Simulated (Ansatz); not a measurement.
# How fast states decay through Li3SbTe4

A new crystal, Li3SbTe4: structure, gap and complex bands. It is built by putting Te for S in the Li3SbS4 structure of space group I-42m, with the volume rescaled by atomic radii. The parent structure comes from the Materials Project.

Method: PBE DFT, plane waves, PAW files, in the first sound run; inputs show where later runs differ, in Ansatz 0.2.0.

The structure was built from a prototype and need not be the compound's stable phase.

## 1. Set-up

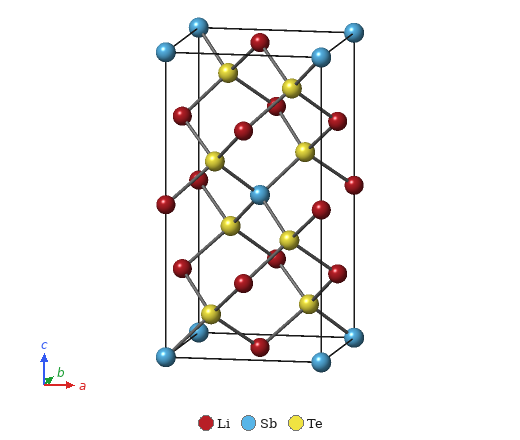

The cell as given, slightly off an axis (lithium red, antimony blue, tellurium yellow). This picture shows the conventional cell, with its axes. Bonds to atoms that aren't drawn are left out. Some periodic images of atoms are drawn too.

## 2. Cell and atoms at rest

The substituted atoms don't fit the parent's cell, so cell and atoms relax together. A small smearing keeps the run stable in case the gap closes on the way.

Contents of input.yaml:

```yaml
crystal:
  lattice:
    - [-3.038839935, 3.038839935, 5.9089468418]
    - [3.038839935, -3.038839935, 5.9089468418]
    - [3.038839935, 3.038839935, -5.9089468418]
  atoms:
    - { symbol: Li, position: [0.5, 0.5, 0.0] }
    - { symbol: Li, position: [0.75, 0.25, 0.5] }
    - { symbol: Li, position: [0.25, 0.75, 0.5] }
    - { symbol: Sb, position: [0.0, 0.0, 0.0] }
    - { symbol: Te, position: [0.63487291, 0.11460596, 0.0] }
    - { symbol: Te, position: [0.11460596, 0.63487291, 0.0] }
    - { symbol: Te, position: [0.36512709, 0.36512709, 0.47973305] }
    - { symbol: Te, position: [0.88539404, 0.88539404, 0.52026695] }
kpoints:
  mp_grid: { grid: [6, 6, 6] }
scf:
  occupations: { method: gaussian, width: 0.03 }
hamiltonian:
  xc: pbe
output:
  forces: true
  stress: true
relax:
  f_tol: 0.02
  max_steps: 60
  cell: {}
```

The run is started by

```sh
> ansatz run input.yaml --threads 2 --pin off --max-ram 4096MiB --backend cpu --events-out ev --progress --plain --runs-dir out
```

Numbers of over 12 decimals in the logs are rounded to 6 here.

The program printed:

```text
Engine: ansatz 0.2.0, x86_64-unknown-linux-gnu
Pseudopotentials: kind: paw
Pseudopotential: Li, paw, valence charge 3, recommended cutoff 420 eV (normal), Li.paw.azcp
Pseudopotential: Sb, paw, valence charge 15, recommended cutoff 420 eV (normal), Sb.paw.azcp
Pseudopotential: Te, paw, valence charge 16, recommended cutoff 420 eV (normal), Te.paw.azcp
Functional definition: PBE
  parameter kappa = 0.804
  parameter beta = 0.066725
  exchange = pbe_x(kappa = kappa, mu = beta*pi^2/3)
  correlation = pbe_c(beta = beta)
Crystal: 8 atoms, lattice volume = 218.266 Å³
Basis set: ecut = 420 eV, 4243 PW (Γ), exchange–correlation on 100×100×100 points (8 copies of the dense FFT grid, shifted against one another)
Bands: 53, of which v1, the nominal top of the filled ones, is band 44 counted from 1 (43 counted from 0)
Symmetry: 8 space group operations
Space group: I-42m (ITA 121), of the structure as read, at distance tolerance 6.0e-5 Å
k-points: 30 of 216 (time reversal used)
Non-local potential: Li, projectors of the file, l = 0: 3, l = 1: 2, l = 2: 1
Non-local potential: Sb, projectors of the file, l = 0: 2, l = 1: 2, l = 2: 2, l = 3: 2
Non-local potential: Te, projectors of the file, l = 0: 2, l = 1: 2, l = 2: 2, l = 3: 2
PAW form: soft (Blöchl's): semilocal exchange-correlation on the pseudo side does not see the compensation charge
PAW one-centre angular grid: Li, 110 points (default); XC on 64 Gauss nodes
PAW one-centre angular grid: Sb, 590 points (default); XC on 64 Gauss nodes
PAW one-centre angular grid: Te, 590 points (default); XC on 64 Gauss nodes
Initial density: superposition of atomic densities (neutral atoms: chi_scale 0, normalization atom), corrected by the library's trained network
Initial wavefunctions: pseudopotential atomic-orbital guess
Functional: x = pbe(κ = 0.804, μ = 0.219515), c = pbe(β = 0.066725)
SCF iter   1: F=—  HF=-35021.163115 eV  |F-HF|=—  |Δ(HF+E_count)|=         —  Δρ=8.90e-4  dr2=2.83e-3  ethr=1.77e-3  ⟨swp⟩=8.9  Hψ=6965  notcnv=0  defer=19
preconditioner: auto → Resta (q_TF=auto, 2.345 Å⁻¹)  ε∞=3.5  [insulator: Δε(μ)=1.316 eV  Ē_g=8.966 eV  σ=0.030 eV  W_gap=1.00  n_scr=44 (ndim 8)  ℏωp=14.2 eV  f_vac=0.047  D(μ)=0.00/eV (n_scr^D=0)  ε∞_Penn≈3.5]
SCF iter   2: F=—  HF=-35021.160632 eV  |F-HF|=—  |Δ(HF+E_count)|=   2.48e-3  Δρ=5.76e-4  dr2=1.24e-3  ethr=3.21e-6  ⟨swp⟩=2.7  Hψ=3154  notcnv=0  defer=133
SCF iter   3: F=—  HF=-35021.160547 eV  |F-HF|=—  |Δ(HF+E_count)|=   8.51e-5  Δρ=2.45e-4  dr2=1.59e-4  ethr=1.41e-6  ⟨swp⟩=2.0  Hψ=2071  notcnv=0  defer=133
SCF iter   4: F=—  HF=-35021.160622 eV  |F-HF|=—  |Δ(HF+E_count)|=   7.51e-5  Δρ=7.35e-5  dr2=8.38e-6  ethr=1.81e-7  ⟨swp⟩=2.0  Hψ=2071  notcnv=0  defer=133
SCF iter   5: F=—  HF=-35021.160615 eV  |F-HF|=—  |Δ(HF+E_count)|=   6.88e-6  Δρ=2.94e-5  dr2=2.22e-6  ethr=9.52e-9  ⟨swp⟩=2.0  Hψ=2071  notcnv=0  defer=133
SCF iter   6: F=-35021.160615 eV  HF=-35021.160615 eV  |F-HF|=4.77e-8  |Δ(HF+E_count)|=   1.44e-8  Δρ=5.89e-6  dr2=8.34e-8  ethr=1.14e-10  ⟨swp⟩=4.0  Hψ=6661  notcnv=0
SCF 1 converged in 6 iterations: F = -35021.160615 eV  dr2 = 8.34e-8
  greatest PAW one-centre occupation: 1.000 electrons in one spin orbital (limit 2), on the Li atom at site 2 (counted from 0), in its partial waves of l = 0
relax step   1: F+E_penalty+E_count = -35021.16061480 eV  Δ(F+E_penalty+E_count) = +0.000e0 eV  max|allowed force component| = 1.466e0 eV/Å  Δτ_max = 0.0000 Å  P = +9.782 GPa  Ω = 218.266 Å³  (6 SCF iters, dr2 threshold 1.00e-7 eV, accepted)
Crystal: 8 atoms, lattice volume = 244.559 Å³
Basis set: ecut = 420 eV, 4805 PW (Γ), exchange–correlation on 100×100×100 points (8 copies of the dense FFT grid, shifted against one another)
Initial density: handed on by an earlier stage of this run
Initial wavefunctions: those handed on with the density
iter 1 solved again at ethr=2.38e-4 eV; its pass at ethr=3.10e-3 eV (dr2=2.10e-1 eV) is discarded
SCF iter   1: F=—  HF=-35022.426131 eV  |F-HF|=—  |Δ(HF+E_count)|=         —  Δρ=1.11e-2  dr2=2.13e-1  ethr=2.38e-4  ⟨swp⟩=3.1  Hψ=8557  notcnv=0
preconditioner: auto → Resta (q_TF=auto, 2.301 Å⁻¹)  ε∞=3.7  [insulator: Δε(μ)=0.184 eV  Ē_g=8.183 eV  σ=0.030 eV  W_gap=1.00  n_scr=60 (ndim 8)  ℏωp=13.4 eV  f_vac=0.087  D(μ)=0.00/eV (n_scr^D=0)  ε∞_Penn≈3.7]
SCF iter   2: F=—  HF=-35022.386456 eV  |F-HF|=—  |Δ(HF+E_count)|=   3.97e-2  Δρ=4.89e-3  dr2=3.87e-2  ethr=2.38e-4  ⟨swp⟩=2.7  Hψ=3111  notcnv=0
SCF iter   3: F=—  HF=-35022.391539 eV  |F-HF|=—  |Δ(HF+E_count)|=   5.08e-3  Δρ=1.29e-3  dr2=4.27e-3  ethr=4.40e-5  ⟨swp⟩=2.8  Hψ=2880  notcnv=0
SCF iter   4: F=—  HF=-35022.394294 eV  |F-HF|=—  |Δ(HF+E_count)|=   2.75e-3  Δρ=2.58e-4  dr2=3.12e-4  ethr=4.86e-6  ⟨swp⟩=2.0  Hψ=2331  notcnv=0
SCF iter   5: F=—  HF=-35022.394630 eV  |F-HF|=—  |Δ(HF+E_count)|=   3.36e-4  Δρ=8.99e-5  dr2=3.80e-5  ethr=3.54e-7  ⟨swp⟩=2.0  Hψ=2070  notcnv=0
SCF iter   6: F=—  HF=-35022.394686 eV  |F-HF|=—  |Δ(HF+E_count)|=   5.61e-5  Δρ=3.40e-5  dr2=5.06e-6  ethr=4.32e-8  ⟨swp⟩=2.0  Hψ=2220  notcnv=0
SCF iter   7: F=-35022.394692 eV  HF=-35022.394691 eV  |F-HF|=5.98e-7  |Δ(HF+E_count)|=   4.68e-6  Δρ=9.20e-6  dr2=3.18e-7  ethr=9.09e-10  ⟨swp⟩=5.0  Hψ=5433  notcnv=0
SCF 2 converged in 7 iterations: F = -35022.394692 eV  dr2 = 3.18e-7
relax step   2: F+E_penalty+E_count = -35022.39469163 eV  Δ(F+E_penalty+E_count) = -1.234e0 eV  max|allowed force component| = 3.072e-1 eV/Å  Δτ_max = 0.1951 Å  P = +0.685 GPa  Ω = 244.559 Å³  energy of the carried Pulay correction = -3.367e-3 eV  (7 SCF iters, dr2 threshold 8.00e-7 eV, accepted)
Crystal: 8 atoms, lattice volume = 266.638 Å³
Basis set: ecut = 420 eV, 5173 PW (Γ), exchange–correlation on 100×100×100 points (8 copies of the dense FFT grid, shifted against one another)
iter 1 solved again at ethr=3.77e-4 eV; its pass at ethr=3.10e-3 eV (dr2=3.32e-1 eV) is discarded
SCF iter   1: F=—  HF=-35022.638505 eV  |F-HF|=—  |Δ(HF+E_count)|=         —  Δρ=8.38e-3  dr2=3.35e-1  ethr=3.77e-4  ⟨swp⟩=2.3  Hψ=8405  notcnv=0
preconditioner: auto → Resta (q_TF=auto, 2.268 Å⁻¹)  ε∞=3.5  [insulator: Δε(μ)=0.690 eV  Ē_g=8.148 eV  σ=0.030 eV  W_gap=1.00  n_scr=60 (ndim 8)  ℏωp=12.9 eV  f_vac=0.113  D(μ)=0.00/eV (n_scr^D=0)  ε∞_Penn≈3.5]
SCF iter   2: F=—  HF=-35022.562705 eV  |F-HF|=—  |Δ(HF+E_count)|=   7.58e-2  Δρ=3.11e-3  dr2=4.02e-2  ethr=3.77e-4  ⟨swp⟩=4.2  Hψ=3362  notcnv=0
SCF iter   3: F=—  HF=-35022.556856 eV  |F-HF|=—  |Δ(HF+E_count)|=   5.85e-3  Δρ=1.17e-3  dr2=7.19e-3  ethr=4.57e-5  ⟨swp⟩=3.0  Hψ=2121  notcnv=0
SCF iter   4: F=—  HF=-35022.556982 eV  |F-HF|=—  |Δ(HF+E_count)|=   1.27e-4  Δρ=2.66e-4  dr2=3.60e-4  ethr=8.17e-6  ⟨swp⟩=2.0  Hψ=2188  notcnv=0
SCF iter   5: F=—  HF=-35022.557149 eV  |F-HF|=—  |Δ(HF+E_count)|=   1.67e-4  Δρ=1.10e-4  dr2=4.97e-5  ethr=4.09e-7  ⟨swp⟩=2.1  Hψ=2383  notcnv=0
SCF iter   6: F=—  HF=-35022.557205 eV  |F-HF|=—  |Δ(HF+E_count)|=   5.56e-5  Δρ=2.42e-5  dr2=1.85e-6  ethr=5.64e-8  ⟨swp⟩=2.9  Hψ=2818  notcnv=0
SCF iter   7: F=-35022.557211 eV  HF=-35022.557210 eV  |F-HF|=2.86e-7  |Δ(HF+E_count)|=   5.26e-6  Δρ=7.23e-6  dr2=1.49e-7  ethr=9.09e-10  ⟨swp⟩=5.0  Hψ=5179  notcnv=0
SCF 3 converged in 7 iterations: F = -35022.557211 eV  dr2 = 1.49e-7
relax step   3: F+E_penalty+E_count = -35022.55721054 eV  Δ(F+E_penalty+E_count) = -1.625e-1 eV  max|allowed force component| = 1.002e-1 eV/Å  Δτ_max = 0.1265 Å  P = -0.484 GPa  Ω = 266.638 Å³  energy of the carried Pulay correction = -5.914e-3 eV  (7 SCF iters, dr2 threshold 8.00e-7 eV, accepted)
[...]
relax step   4: F+E_penalty+E_count = -35022.56686278 eV  Δ(F+E_penalty+E_count) = -9.652e-3 eV  max|allowed force component| = 3.767e-2 eV/Å  Δτ_max = 0.0251 Å  P = -0.196 GPa  Ω = 263.948 Å³  energy of the carried Pulay correction = -5.616e-3 eV  (5 SCF iters, dr2 threshold 8.00e-7 eV, accepted)
[...]
relax step   5: F+E_penalty+E_count = -35022.57066004 eV  Δ(F+E_penalty+E_count) = -3.797e-3 eV  max|allowed force component| = 1.269e-2 eV/Å  Δτ_max = 0.0157 Å  P = +0.004 GPa  Ω = 262.135 Å³  energy of the carried Pulay correction = -5.414e-3 eV  (6 SCF iters, dr2 threshold 1.14e-7 eV, accepted)
[...]
relax step   6: F+E_penalty+E_count = -35022.57120134 eV  Δ(F+E_penalty+E_count) = -5.413e-4 eV  max|allowed force component| = 5.148e-3 eV/Å  Δτ_max = 0.0057 Å  P = +0.034 GPa  Ω = 261.786 Å³  energy of the carried Pulay correction = -5.375e-3 eV  (6 SCF iters, dr2 threshold 6.59e-9 eV, accepted)
[...]
relax step   7: F+E_penalty+E_count = -35022.57141088 eV  Δ(F+E_penalty+E_count) = -2.095e-4 eV  max|allowed force component| = 4.999e-3 eV/Å  Δτ_max = 0.0042 Å  P = +0.007 GPa  Ω = 262.116 Å³  energy of the carried Pulay correction = -5.412e-3 eV  (6 SCF iters, dr2 threshold 7.45e-9 eV, accepted)
Basis set: ecut = 420 eV, 5077 PW (Γ), exchange–correlation on 108×108×108 points (8 copies of the dense FFT grid, shifted against one another)
Initial wavefunctions: pseudopotential atomic-orbital guess (no wavefunctions were taken with the density)
iter 1 solved again at ethr=3.77e-7 eV; its pass at ethr=3.10e-3 eV (dr2=3.32e-4 eV) is discarded
SCF iter   1: F=—  HF=-35022.562992 eV  |F-HF|=—  |Δ(HF+E_count)|=         —  Δρ=4.17e-4  dr2=1.66e-5  ethr=3.77e-7  ⟨swp⟩=3.8  Hψ=11030  notcnv=0
preconditioner: auto → Resta (q_TF=auto, 2.275 Å⁻¹)  ε∞=3.5  [insulator: Δε(μ)=0.724 eV  Ē_g=8.177 eV  σ=0.030 eV  W_gap=1.00  n_scr=60 (ndim 8)  ℏωp=13.0 eV  f_vac=0.090  D(μ)=0.00/eV (n_scr^D=0)  ε∞_Penn≈3.5]
SCF iter   2: F=—  HF=-35022.573075 eV  |F-HF|=—  |Δ(HF+E_count)|=   1.01e-2  Δρ=2.11e-4  dr2=3.20e-6  ethr=1.89e-8  ⟨swp⟩=2.0  Hψ=2910  notcnv=0
SCF iter   3: F=—  HF=-35022.576423 eV  |F-HF|=—  |Δ(HF+E_count)|=   3.35e-3  Δρ=3.06e-5  dr2=2.29e-7  ethr=3.63e-9  ⟨swp⟩=2.0  Hψ=2911  notcnv=0
SCF iter   4: F=—  HF=-35022.576490 eV  |F-HF|=—  |Δ(HF+E_count)|=   6.67e-5  Δρ=3.04e-6  dr2=4.28e-8  ethr=2.61e-10  ⟨swp⟩=2.0  Hψ=2910  notcnv=0
SCF iter   5: F=—  HF=-35022.576490 eV  |F-HF|=—  |Δ(HF+E_count)|=   2.29e-7  Δρ=1.27e-6  dr2=1.03e-8  ethr=4.86e-11  ⟨swp⟩=2.0  Hψ=1920  notcnv=0
SCF iter   6: F=—  HF=-35022.576490 eV  |F-HF|=—  |Δ(HF+E_count)|=   3.30e-8  Δρ=3.04e-7  dr2=3.04e-10  ethr=1.17e-11  ⟨swp⟩=2.0  Hψ=2070  notcnv=0
SCF iter   7: F=-35022.576490 eV  HF=-35022.576490 eV  |F-HF|=9.46e-11  |Δ(HF+E_count)|=  9.24e-10  Δρ=1.20e-7  dr2=7.21e-11  ethr=1.00e-12  ⟨swp⟩=5.8  Hψ=5382  notcnv=0
SCF 8 converged in 7 iterations: F = -35022.576490 eV  dr2 = 7.21e-11
relax step   8: F+E_penalty+E_count = -35022.57649007 eV  Δ(F+E_penalty+E_count) = -5.079e-3 eV  max|allowed force component| = 4.745e-3 eV/Å  Δτ_max = 0.0000 Å  P = +0.019 GPa  Ω = 262.116 Å³  stress off target by 3.38e-2 GPa  SCF on the basis re-selected at this cell (its energy is not comparable with the rows above)  (7 SCF iters)
basis re-selected at this cell: Δ(F+E_penalty+E_count) = -5.079e-3 eV, ΔP = +0.012 GPa vs the last step (what re-selecting the basis moved, of the pressure what is left beyond the Pulay correction that the steps carried, after the strain that the cell walked since its last selection, with what the two solves' SCF thresholds leave and, on support functions, any second-order correction that the steps lacked; it is no measure of the basis error at this ecutwfc). The dense FFT grid was sized anew with the basis: this SCF ran on 54×54×54 points, the steps before it on 50×50×50, so part of this shift can come from that change (see relax.cell in the input reference). [rest of the remark cut]
SCF converged after 7 iterations
Free energy (F): -35022.576490 eV
Harris-Foulkes:  -35022.576490 eV  (|F-HF|=9.46e-11)
Internal energy: -35022.576490 eV  (E = F + TS)
E sigma→0 (E₀):  -35022.576490 eV
Fermi energy:    4.489132 eV
--- Per-component energies (eV) ---
  E_band       = -1756.594202
  E_kinetic    = 992.432792
  E_local      = -9016.920959  (includes V_loc(G=0)·N_el)
  E_nonlocal   = -975.517925
  E_hartree    = 4926.625999
  E_xc         = -665.783357
  E_vxc        = -551.495907  (∫ρ·V_xc dr)
  E_paw        = -23291.186577  (= ΣΔE_a)
  E_vpaw       = -2058.343540  (= ΣTr[D̂ρ^β])
  E_aug_tail   = -0.000721  (compensation charges beyond the density's cutoff)
  E_ewald      = -6992.225742
  E_smearing   = -0.000000  (= −TS)
  E_closure    = -0.000000  (closes the sum)
  Σ components = -35022.576490   (vs F -35022.576490, Δ=0.00e0)
--- Forces (eV/Å), atoms counted from 1 ---
  atom   1  Li     0.00000000     0.00000000     0.00000000
  atom   2  Li    -0.00000000     0.00000000     0.00000000
  atom   3  Li    -0.00000000    -0.00000000     0.00000000
  atom   4  Sb     0.00000000     0.00000000     0.00000000
  atom   5  Te     0.00474467    -0.00474467    -0.00152563
  atom   6  Te    -0.00474467     0.00474467    -0.00152563
  atom   7  Te     0.00474467     0.00474467     0.00152563
  atom   8  Te    -0.00474467    -0.00474467     0.00152563
  max |Σ_I F_I| component: 5.20e-18 eV/Å
--- Stress (GPa, compression-positive) ---
        0.033785       0.000000       0.000000
       -0.000000       0.033785       0.000000
        0.000000      -0.000000      -0.009092
  P = ⅓ Tr σ = 0.0195 GPa (0.195 kbar)
--- Relaxed structure (7 steps of the walk, 7 accepted, 1 SCFs on fresh bases) ---
  F+E_penalty+E_count = -35022.57649007 eV   max|allowed force component| = 4.745e-3 eV/Å   (the final SCF, on the basis selected at the relaxed cell)
  cell:  # Å, volume = 262.1161 Å³
    - [-3.268406, 3.268406, 6.134253]
    - [3.268406, -3.268406, 6.134253]
    - [3.268406, 3.268406, -6.134253]
  atoms:
    - { symbol: Li, position: [0.5, 0.5, 9.8114939849082e-19] }
    - { symbol: Li, position: [0.75, 0.250000, 0.5] }
    - { symbol: Li, position: [0.250000, 0.75, 0.5] }
    - { symbol: Sb, position: [1.899822276783158e-19, 1.3049247259633402e-18, 9.811493984908215e-19] }
    - { symbol: Te, position: [0.624582, 0.111213, -5.551115123125783e-17] }
    - { symbol: Te, position: [0.111213, 0.624582, 0.0] }
    - { symbol: Te, position: [0.375418, 0.375418, 0.486630] }
    - { symbol: Te, position: [0.888787, 0.888787, 0.513370] }
```

Elapsed: 63 s, on 2 threads of AMD EPYC 9R14 (Zen 4), shared host; peak memory 0.74 GiB.

Relaxation path:

| step | energy less that of the first step (eV) | largest force component (eV/Å) | pressure (GPa) | volume (Å³) |
| --- | --- | --- | --- | --- |
| 1 | 0.0000 | 1.4664 | 9.78 | 218.27 |
| 2 | -1.2341 | 0.3072 | 0.69 | 244.56 |
| 3 | -1.3966 | 0.1002 | -0.48 | 266.64 |
| 4 | -1.4062 | 0.0377 | -0.20 | 263.95 |
| 5 | -1.4100 | 0.0127 | 0.00 | 262.13 |
| 6 | -1.4106 | 0.0051 | 0.03 | 261.79 |
| 7 | -1.4108 | 0.0050 | 0.01 | 262.12 |
| 8* | -1.4159 | 0.0047 | 0.02 | 262.12 |

Relaxation steps marked * repeat the geometry before them on a plane-wave basis chosen anew for their cell, so energy and pressure can jump there.

Forces are held to the 8 operations that the run works with; a distortion that breaks them can't arise in this run.

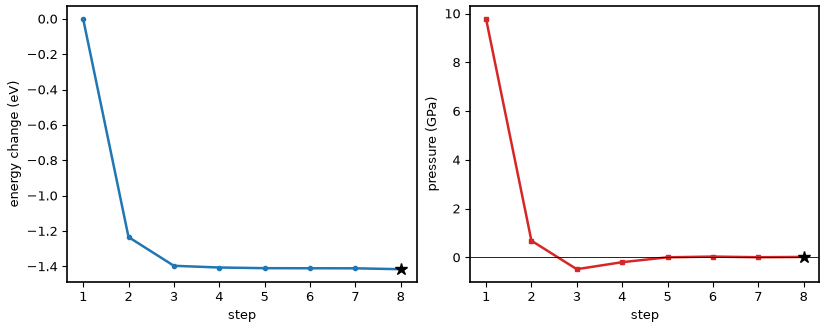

Energy and pressure along the relaxation. Stars mark steps on a basis chosen anew.

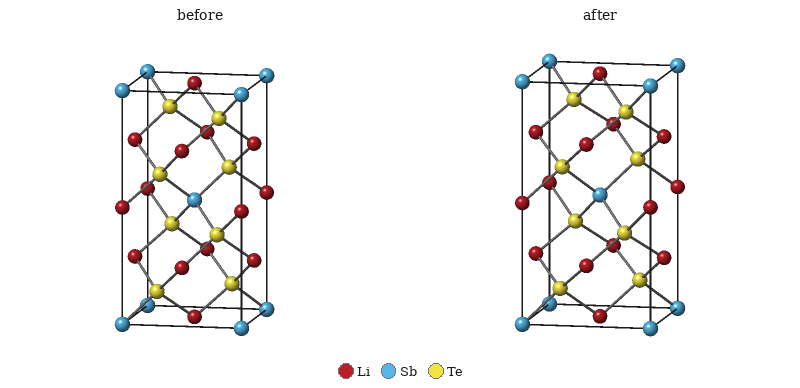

The structure before and after the relaxation, drawn at the same scale. Bonds to atoms that aren't drawn are left out.

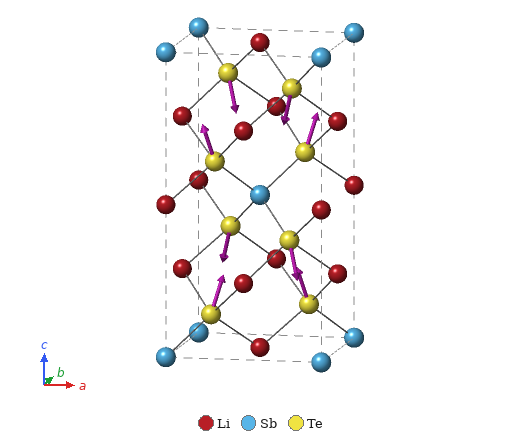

Displacements in the relaxation, exaggerated, measured against the changing cell; the longest in the cell stands for 0.09 Å. Bonds to atoms that aren't drawn are left out. Some periodic images of atoms are drawn too.

| conventional cell, symmetrised | before | after | change |
| --- | --- | --- | --- |
| a (Å) | 6.078 | 6.537 | +7.6 % |
| b (Å) | 6.078 | 6.537 | +7.6 % |
| c (Å) | 11.818 | 12.269 | +3.8 % |
| volume (Å³/atom) | 27.28 | 32.76 | +20.1 % |

The atoms that moved most (Å, as changes of fractional coordinates times the final cell):

| atom | dx | dy | dz | length |
| --- | --- | --- | --- | --- |
| Te7 | 0.023 | 0.023 | 0.084 | 0.090 |
| Te6 | -0.023 | 0.023 | -0.084 | 0.090 |
| Te5 | 0.023 | -0.023 | -0.084 | 0.090 |
| Te8 | -0.023 | -0.023 | 0.084 | 0.090 |

This step gave:

```
free energy  : -35022.5765 eV
Fermi energy : 4.489 eV
pressure     : 0.01949 GPa
```

The largest force component on a free atom ends at 0.0047 eV/Å.

[end of part 1 of 3]

[Logs are printed without paths, hosts, clocks, repeated set-up lines and the standing remarks that a program may print on its own settings, such as how far it seeks lower states.]

[Hosts, paths, dates, database ids (printed as entryN), source tags and the programs' standing remarks are cut or masked in the printed files.]

[New means built here by substitution; the compound itself may be known and measured.]
